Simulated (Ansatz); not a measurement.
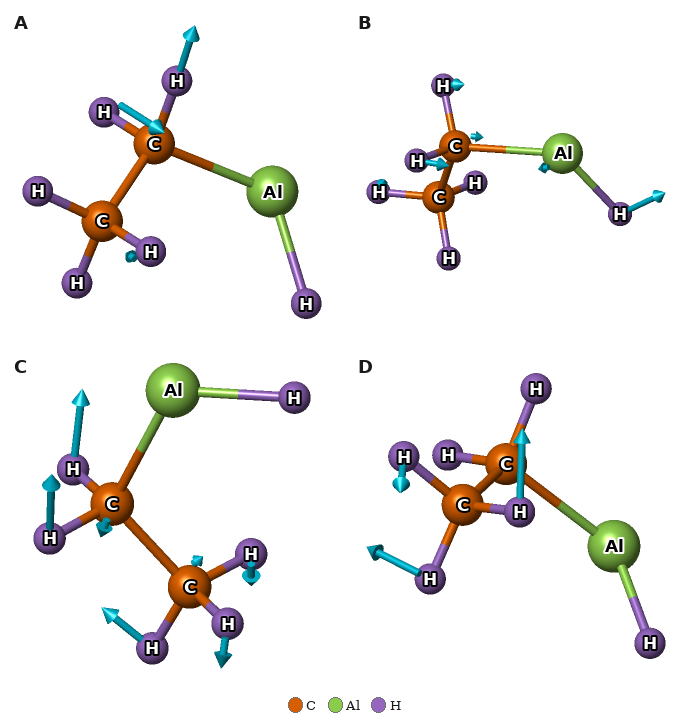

4 normal modes of one molecule or complex, as arrows. Charge 0, doublet. Harmonic vibrations computed with UKS PBE0-D4/def2-TZVP (Ansatz 0.2.0) at a stationary point of the same level. It is a saddle point of order 1.

Question: Match the panels to the wavenumbers 556 cm⁻¹, 1197 cm⁻¹, 1486 cm⁻¹, 3059 cm⁻¹.

Answer: A: 3059 cm⁻¹, out-of-phase stretching of 2 C–H bonds
B: 556 cm⁻¹
C: 1197 cm⁻¹
D: 1486 cm⁻¹, H–C–H bending
